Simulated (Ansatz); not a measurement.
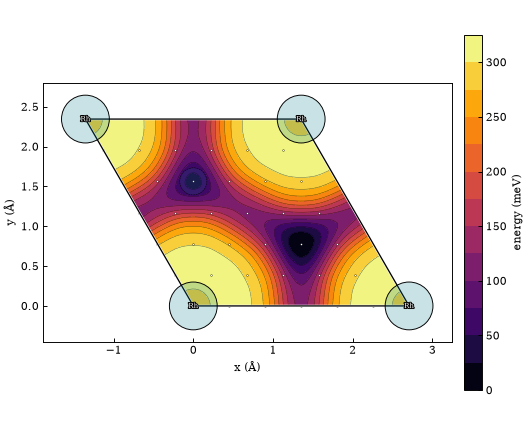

H on a Rh(111) slab cut from the Fm-3m phase, its upper half relaxed before the scan (12 atoms of substrate and one adsorbate in a 2 × 2 cell). H is moved over the surface cell; relaxed at each place: the height of the adsorbate's atoms; substrate rigid; the origin of the map has the adsorbate above Rh9. Places are given modulo a cell vector. The map is drawn in real space over the plane of the surface. Grid: 6 × 6 points; 10 points were computed and 26 follow by symmetry. Places are given in fractions of the 1 × 1 surface cell. Energies: meV, counted from the lowest grid point. Computed with Ansatz 0.2.0, DFT PBE, scalar-relativistic, plane waves, PAW. Settings: cutoff 420 eV, k-mesh 6×6×1, gaussian smearing 0.1 eV, no spin polarisation.

Drawn: filled contours, dots at the grid points, labelled circles for the atoms of the top layer and small ones for the second layer, the outline of one cell of the plane. Between grid points the surface is interpolated.

The lowest grid point is at a threefold hollow over a third-layer Rh atom, (4/6, 2/6) of the cell vectors. A higher local minimum lies near a threefold hollow over a second-layer Rh atom, (2/6, 4/6) of the cell vectors (41 meV above the lowest at that grid point). The highest grid point, (0/6, 1/6) of the cell vectors [nearest 1 Rh at 1.59 Å], lies 308 meV above the lowest. On the interpolated surface the easiest way out of the lowest well to the well at a threefold hollow over a second-layer Rh atom, (2/6, 4/6) of the cell vectors passes a barrier of about 120 meV. At the lowest point the adsorbate has 3 Rh at 1.86 Å as nearest neighbours, at the highest 1 Rh at 1.59 Å. Its relaxed height above the top atom is 1.00 Å at the lowest and 1.52 Å at the highest point.

H is replaced by Li; all else is set up alike.

> What does this change do to the map?

The minimum (interpolated where it lies between grid points) moves from a threefold hollow over a third-layer Rh atom, (4/6, 2/6) of the cell vectors to a threefold hollow over a second-layer Rh atom, (2/6, 4/6) of the cell vectors. The highest place moves from (0/6, 1/6) of the cell vectors [nearest 1 Rh at 1.59 Å] to the top site over a surface Rh atom, (0/6, 0/6) of the cell vectors. The span from the lowest to the highest grid point shrinks from 308 to 289 meV. The easiest pass out of the lowest well goes from about 120 to about 46 meV on the interpolated surfaces. Higher wells of the new map: a threefold hollow over a third-layer Rh atom, (4/6, 2/6) of the cell vectors, 16 meV up (that grid point lay 0 meV up before). In the new map: at the lowest point the adsorbate has 3 Rh at 2.59 Å as nearest neighbours, at the highest 1 Rh at 2.30 Å. Its relaxed height above the top atom is 2.06 Å at the lowest and 2.30 Å at the highest point.

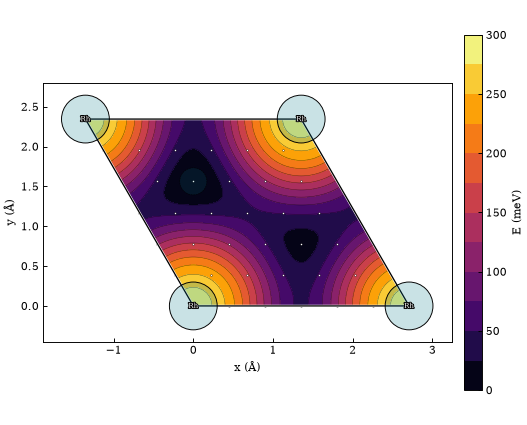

The map after the change, on a colour scale of its own. The picture shows filled contours, dots at the grid points, labelled circles for the atoms of the top layer and small ones for the second layer, the outline of one cell of the plane. Between grid points the surface is interpolated.

PAW datasets: the set soft_1.
